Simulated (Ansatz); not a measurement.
The crystal is BiB2Sb (ordered alloy, started on the zincblende lattice) (R3m).

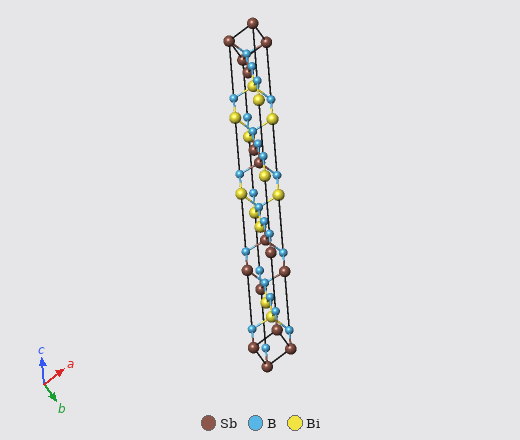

The structure (antimony brown, boron blue, bismuth yellow). Bonds to atoms that aren't drawn are left out. Some periodic images of atoms are drawn too.

```xyz
8
Lattice="1.9068 1.1009 12.4567 -1.9068 1.1009 12.4567 0.0000 -2.2018 12.4567" Properties=species:S:1:pos:R:3 pbc="T T T"
Sb    0.0000    0.0000    0.0359
B     0.0000    0.0000   25.6876
Sb    0.0000    0.0000   27.9776
B     0.0000    0.0000   16.2434
Bi    0.0000    0.0000   18.6490
B     0.0000    0.0000    7.0132
Bi    0.0000    0.0000    9.3928
B     0.0000    0.0000   35.1381
```

The structure was relaxed with PBE. The runs that relaxed it are not among those shown. Spin-orbit coupling is left out unless a run names it. PAW set soft_2, made with PBE.

Gaps computed with Ansatz 0.2.0 without a self-energy: PBE 0.65 eV, PBE+SOC 0.45 eV and r2SCAN 0.76 eV.

Question: Estimate the G0W0@PBE gap with 4×4×4 mesh, 411 empty bands, screening to 110 eV, default PAW files.

About 0.87 eV: on its mesh the run moves the gap from 0.67 eV by +0.22 eV, and the mesh misses the edges by 0.01 eV. Among the scalar-relativistic levels given, r2SCAN is nearest (−0.11 eV). Spin-orbit coupling is not in that value; its −0.20 eV at the PBE level would bring it to about 0.67 eV. Bands and cutoff are finite, so the gap is not at the basis limit. The miss can reach some tenths of an eV and take either sign; the mesh is an error of its own. Where an edge is built on 6p states of lead, bismuth or thallium, scalar-relativistic gaps usually stand too wide, by a few tenths to over one eV. The many-body steps are scalar-relativistic: spin-orbit coupling is not in them.

[Paths, hosts, dates, memory and timing lines, banners, echoed tables and standing remarks are left out of the program output.]

[Logs are printed without paths, hosts, clocks, repeated set-up lines and the standing remarks that a program may print on its own settings, such as how far it seeks lower states.]

[Runs of the session that timed out or met a known fault of the program may be left out.]

[Cells called generated may have been cut or substituted from an entry of the Crystallography Open Database or the Materials Project.]

[Hosts, paths, dates, database ids (printed as entryN), source tags and the programs' standing remarks are cut or masked in the printed files.]
